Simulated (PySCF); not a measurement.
**OsS(OH)2: relaxation and vibrations of the singlet**

Where does singlet OsS(OH)2 go from a trigonal pyramidal start, is the end point a minimum, and what are its modes, charges and moments?

Computed with PySCF 2.14.0. Level: B3LYP, basis Os def2-SVP with ECP60, S def2-SVP, O def2-SVP, H def2-SVP, scalar-relativistic core potentials, no spin–orbit coupling, density fitting.

## 1. Where the work starts

6 atoms, charge 0, spin multiplicity 1.

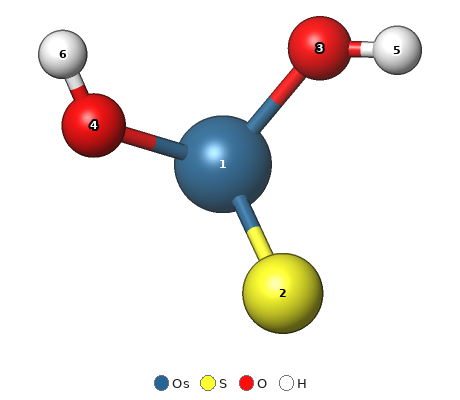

The starting geometry (osmium blue, sulfur yellow, oxygen red, hydrogen white); atoms are numbered from 1 in the order of the file.

```xyz
6
charge 0 multiplicity 1
Os    0.0555    0.1019   -0.2433
S    -0.8716   -1.5039    0.7426
O     1.7508    0.1019    0.6581
O    -0.7921    1.5700    0.6581
H     2.2956   -0.6335    0.9478
H    -0.4277    2.4096    0.9478
```

## 2. Relaxation: trigonal pyramidal start, singlet

One driver script runs all steps and calls PySCF; scf.py shows how it sets up the SCF of each step. The optimiser is the driver's own. Before each start the driver seeks the lowest SCF state from one or more starting densities and follows internal instabilities, so scf.py alone need not reach the same state.

The program finds C1 symmetry in the start. The walk stops when the largest gradient is under 0.0003 Eh/bohr and the energy has settled too.

File scf.py:

```python
from pyscf import gto, scf, dft
mol = gto.M(atom='''
Os     0.055485     0.101861    -0.243305
S     -0.871615    -1.503939     0.742595
O      1.750785     0.101861     0.658095
O     -0.792115     1.569961     0.658095
H      2.295585    -0.633539     0.947795
H     -0.427715     2.409561     0.947795''',
    basis={'Os': 'def2-SVP', 'S': 'def2-SVP', 'O': 'def2-SVP', 'H': 'def2-SVP'},
    ecp={'Os': 'def2-SVP'},
    charge=0, spin=0)
mf = dft.RKS(mol, xc='B3LYP')
mf.grids.atom_grid = (50, 194)
aux = {'Os': 'def2-universal-JKFIT', 'S': 'def2-universal-JKFIT', 'O': 'def2-universal-JKFIT', 'H': 'def2-universal-JKFIT'}
mf = mf.density_fit(auxbasis=aux)
mf.kernel()
```

Steps of the walk (not every step is listed):

```
step  energy (Eh)  change (kJ/mol)  largest gradient (Eh/bohr)
   0  -640.268488             0.00                     0.04986
   1  -640.290295           -57.25                     0.02537
   2  -640.298937           -79.94                     0.03032
   3  -640.299357           -81.05                     0.02682
   4  -640.307500          -102.43                     0.03078
   5  -640.310818          -111.14                     0.04695
   6  -640.315127          -122.45                     0.01597
   7  -640.320076          -135.44                     0.02176
   8  -640.326238          -151.62                     0.03558
   9  -640.331093          -164.37                     0.03328
  10  -640.335237          -175.25                     0.03067
  12  -640.339780          -187.18                     0.01419
  14  -640.344176          -198.72                     0.02702
  16  -640.345925          -203.31                     0.03219
  18  -640.348843          -210.97                     0.01033
  20  -640.350100          -214.27                     0.01393
  22  -640.350714          -215.89                     0.00423
  24  -640.351307          -217.44                     0.00482
  26  -640.352248          -219.91                     0.00832
  28  -640.352776          -221.30                     0.00438
  30  -640.353621          -223.52                     0.00504
  32  -640.353837          -224.08                     0.00160
  34  -640.353866          -224.16                     0.00112
  35  -640.353873          -224.18                     0.00116
  36  -640.353880          -224.20                     0.00077
  37  -640.353882          -224.20                     0.00046
  38  -640.353884          -224.21                     0.00031
  39  -640.353884          -224.21                     0.00022
```

The walk took 74 s on 4 threads, shared host.

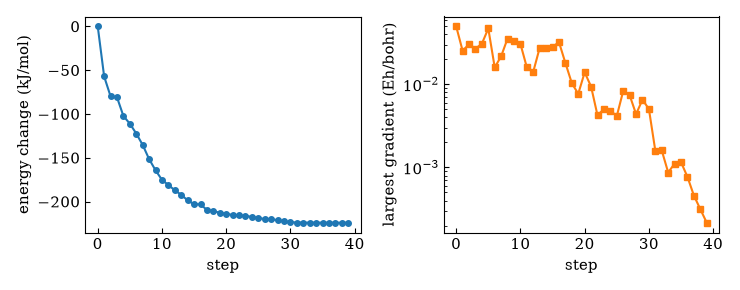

How energy and gradient fall.

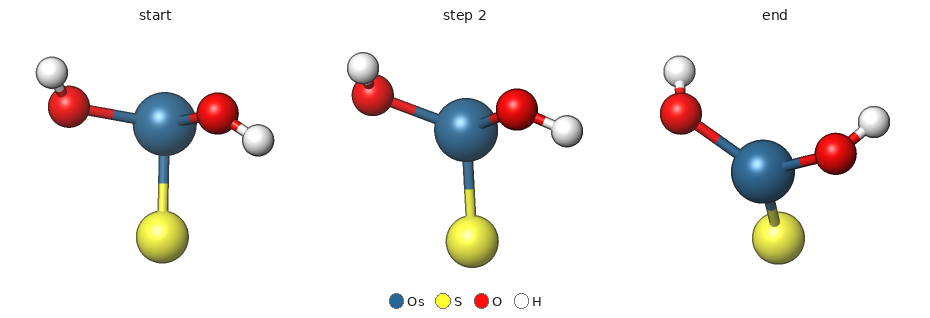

The geometry along the walk, at one scale.

After 39 steps and 224.2 kJ/mol it ends at Cs: Os–O 1.874 Å (×2), Os–S 2.065 Å, O–H 0.973 Å (×2); H–O–Os 115.1° (×2), O–Os–O 114.5°, O–Os–S 122.4° (×2).

## 3. Hessian and properties

On the finer grid the gradient is checked again; gradients at displacements of ±0.01 bohr then give force constants and infrared intensities.

scf.py, as its differences from that of step 2:

```diff
@@ -3,6 +3,6 @@
-Os     0.055485     0.101861    -0.243305
-S     -0.871615    -1.503939     0.742595
-O      1.750785     0.101861     0.658095
-O     -0.792115     1.569961     0.658095
-H      2.295585    -0.633539     0.947795
-H     -0.427715     2.409561     0.947795''',
+Os     0.061370     0.086597     0.067134
+S     -1.092242    -1.452385    -0.685105
+O      1.876391    -0.128381     0.481086
+O     -0.547385     1.857670     0.134920
+H      2.471270    -0.180277    -0.287080
+H     -0.576322     2.316931    -0.722340''',
@@ -13 +13 @@
-mf.grids.atom_grid = (50, 194)
+mf.grids.atom_grid = (75, 302)
```

This SCF starts from the last density.

Log of the central SCF (cycles and frontier levels):

```text
init E= -640.353892575645
  HOMO = -0.22537526864884  LUMO = -0.142396457838818  gap/eV = 2.25797
cycle= 1 E= -640.353892575169  delta_E= 4.76e-10  |g|= 5.29e-05  |ddm|= 6.11e-05
  HOMO = -0.225383840458929  LUMO = -0.142402666305641  gap/eV = 2.25803
cycle= 2 E= -640.35389257048  delta_E= 4.69e-09  |g|= 0.000156  |ddm|= 0.00016
  HOMO = -0.225376100367566  LUMO = -0.142397767623462  gap/eV = 2.25796
cycle= 3 E= -640.3538925756  delta_E= -5.12e-09  |g|= 2.58e-05  |ddm|= 0.00013
  HOMO = -0.225377338579564  LUMO = -0.142398176874225  gap/eV = 2.25798
cycle= 4 E= -640.353892575775  delta_E= -1.76e-10  |g|= 1.32e-06  |ddm|= 2.39e-05
  HOMO = -0.225377197835195  LUMO = -0.142398047452646  gap/eV = 2.25798
cycle= 5 E= -640.353892575776  delta_E= -2.27e-13  |g|= 9.64e-07  |ddm|= 5.36e-06
  HOMO = -0.225377304700513  LUMO = -0.142398186407966  gap/eV = 2.25798
Extra cycle  E= -640.353892575778  delta_E= -1.93e-12  |g|= 1.9e-06  |ddm|= 6.31e-06
converged SCF energy = -640.353892575778
```

The whole step took 56 s.

Geometry: Cs; Os–O 1.874 Å (×2), Os–S 2.065 Å, O–H 0.973 Å (×2); H–O–Os 115.1° (×2), O–Os–O 114.5°, O–Os–S 122.4° (×2).

Harmonic modes (main isotopes):

```csv
symmetry,ω (cm⁻¹),IR (km/mol)
a'',117,7.7
a',140,1.3
a',197,1.7
a'',441,94.8
a',567,6.1
a',576,94.9
a'',681,192
a',717,53.4
a'',837,132
a',877,152
a'',3724,84.8
a',3726,114
```

No imaginary mode, so this is a minimum.

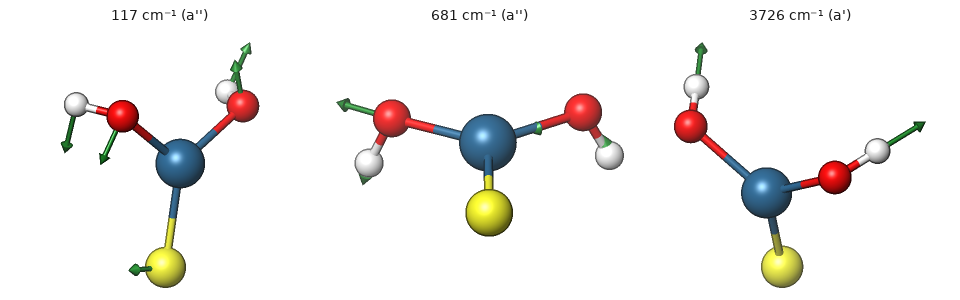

Displacements of 3 of the modes, as arrows (one member where a mode is degenerate).

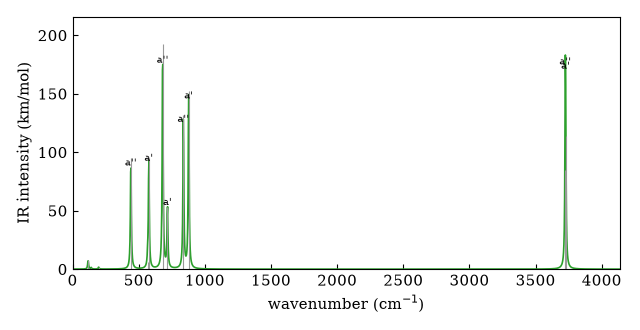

The harmonic infrared spectrum (widths in cm⁻¹). Lines are broadened to a width of 8 cm⁻¹ (Lorentzian).

Properties at this point:

```
Dipole moment                                                   : 2.50 D
Highest occupied level                                          : -6.13 eV
Lowest empty level                                              : -3.87 eV
Rotational constants                                            : 0.1881, 0.09956, 0.06623 cm⁻¹
Zero-point energy                                               : 75.4 kJ/mol
Principal polarisabilities                                      : 46.9, 56.9, 77.8 bohr³
Atomisation energy without zero-point energy                    : 2009 kJ/mol
Principal traceless quadrupole moments about the centre of mass : -6.04, 1.08, 4.96 D Å
Entropy at 298.15 K and 1 bar                                   : 335.2 J/(mol K)
Heat capacity Cp at 298.15 K                                    : 83.6 J/(mol K)
Enthalpy at 298.15 K above 0 K                                  : 17.54 kJ/mol
Rotational symmetry number                                      : 1
```

Charges (e) and bond orders:

```json
{"atom": "Os1", "Mulliken": "0.41", "Löwdin": "-0.29", "polar tensor": "1.09", "Mayer order to Os1": "–"}
{"atom": "S2", "Mulliken": "-0.08", "Löwdin": "0.29", "polar tensor": "-0.34", "Mayer order to Os1": "2.34"}
{"atom": "O3,4", "Mulliken": "-0.38", "Löwdin": "-0.10", "polar tensor": "-0.68", "Mayer order to Os1": "1.12"}
{"atom": "H5,6", "Mulliken": "0.22", "Löwdin": "0.10", "polar tensor": "0.31", "Mayer order to Os1": "0.02"}
```

Mulliken populations on Os1 (outside its core potential): s 2.84, p 6.38, d 6.30, f 0.07.

## 4. Stability of the closed shell

At the lowest minimum the closed shell is tested against spin polarisation, on the (50, 194) grid. It is unstable: an open-shell solution lies lower. That solution was not followed to a minimum here.

## 5. What came out

```
                            quantity                                                                                                                          value
                             minimum                                                                 singlet, Cs (closed shell, unstable towards spin polarisation)
                            geometry                       Os–O 1.874 Å (×2), Os–S 2.065 Å, O–H 0.973 Å (×2); H–O–Os 115.1° (×2), O–Os–O 114.5°, O–Os–S 122.4° (×2)
                  wavenumbers (cm⁻¹)  117 (a''), 140 (a'), 197 (a'), 441 (a''), 567 (a'), 576 (a'), 681 (a''), 717 (a'), 837 (a''), 877 (a'), 3724 (a''), 3726 (a')
                       dipole moment                                                                                                                         2.50 D
highest occupied, lowest empty level                                                                                                                -6.13, -3.87 eV
          polar-tensor charge of Os1                                                                                                                        +1.09 e
                   zero-point energy                                                                                                                    75.4 kJ/mol
```

**Reading.** From C1 at the start the molecule goes to a Cs minimum. The strongest infrared band lies at 681 cm⁻¹ (a''). Other starts or spin states, not run here, may lie lower. The closed shell proved unstable towards spin polarisation, so a lower open-shell solution exists. Spin–orbit coupling, left out here, can matter for elements this heavy.

The search up to here took 2.4 min.
